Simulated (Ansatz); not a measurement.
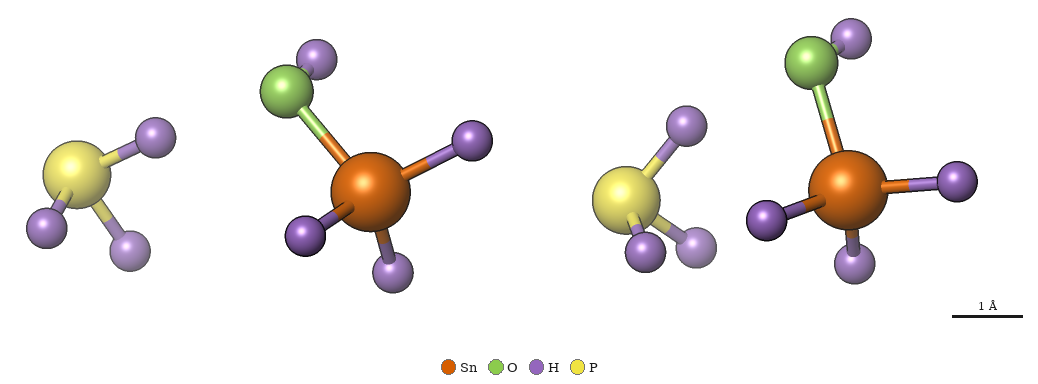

Two geometries of SnPH$_{7}$O, drawn at one scale. One is the start of a relaxation, the other its converged end. Style: ball-and-stick. Shown at a tilt.

Theory: RKS PBE/def2-SVP in Ansatz. (no spin polarisation; force threshold 0.03 eV/Å; at most 50 steps)

Q: Which of the two is the end point?

A: The left one is the relaxed one. The run prepares an end point of a later path (reaction) calculation, from a guessed geometry. The energy falls by 0.139 eV in 18 accepted moves (20 points after the start). The largest force component goes from 0.97 to 0.015 eV/Å. The line search rejected the trial steps at points 4, 8 of the run. The forces were under the threshold at step 10, but the run went on from there. An H atom moves most after the best rigid fit: 1.33 Å. By element the largest moves are H 1.33 Å, P 0.77 Å, Sn 0.68 Å, O 0.44 Å. Some distances before and after: O–Sn 1.986 → 2.026 Å, H–P 1.429 → 1.446 Å, H–Sn 1.739 → 1.733 Å. Among the angles between lasting bonds that change: O–Sn–H 111.9° → 109.6°, H–Sn–H 110.4° → 112.5°. Cost: 34 s on 2 threads of Arm Neoverse V1 (shared host), peak memory 0.13 GiB.

Limits of the set-up: the start holds two separate molecules, 2.2 Å apart at their closest, whose relative position is a soft coordinate and is computed without a dispersion correction.
